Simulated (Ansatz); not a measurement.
Abstraction of H: C2H8O2Si + SiH(CH3)(NH2) → C2H7O2Si + SiH2(CH3)(NH2)

Species: C2H8O2Si `CO[SiH](C)O`, singlet; SiH(CH3)(NH2), doublet; C2H7O2Si `CO[Si](C)O`, doublet; SiH2(CH3)(NH2), singlet. A radical takes H: the energy is the difference in strength between two Si–H bonds in different surroundings.

Shapes, held fixed at every level: PBE0-D4/def2-TZVP. Flexible molecules stand in one conformer, not always the lowest. Programs: Ansatz 0.2.0. Electronic energies: no zero-point or thermal term.

| level | kind | ΔE (kJ/mol) | less CCSD(T)/CBS estimate |
| --- | --- | --- | --- |
| HF/def2-TZVPP | Hartree–Fock | +14.6 | 0.0 |
| B3LYP-D4/def2-TZVPP | global hybrid | +14.4 | -0.2 |
| PBE0-D4/def2-TZVPP | global hybrid | +14.9 | +0.3 |
| wB97M-V/def2-TZVPP | range-separated hybrid | +16.1 | +1.5 |
| wB97X-V/def2-TZVPP | range-separated hybrid | +14.9 | +0.3 |
| CCSD(T)/def2-TZVPP | coupled cluster or CI | +16.0 | +1.4 |
| CCSD(T)/CBS estimate | coupled cluster or CI | +14.6 | 0.0 |

The highest level, CCSD(T)/CBS estimate, gives ΔE = +14.6 kJ/mol; the levels span +14.4 to +16.1. The column of differences is taken from that level and isn't an error. No measured value is set beside it here. Open shells run unrestricted unless RO is named. The CBS estimate extrapolates MP2 from def2-TZVPP and def2-QZVPP and adds CCSD(T) − MP2 in the triple-zeta set, cores frozen.

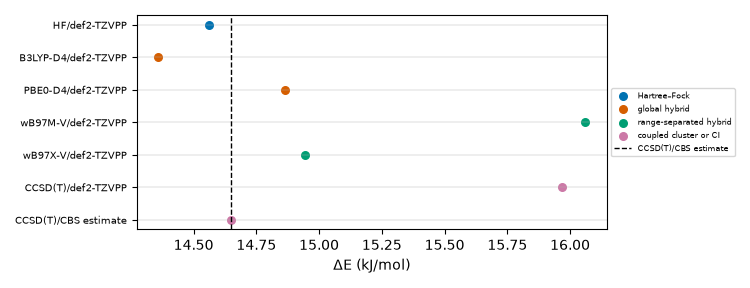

The values of the table, level by level.
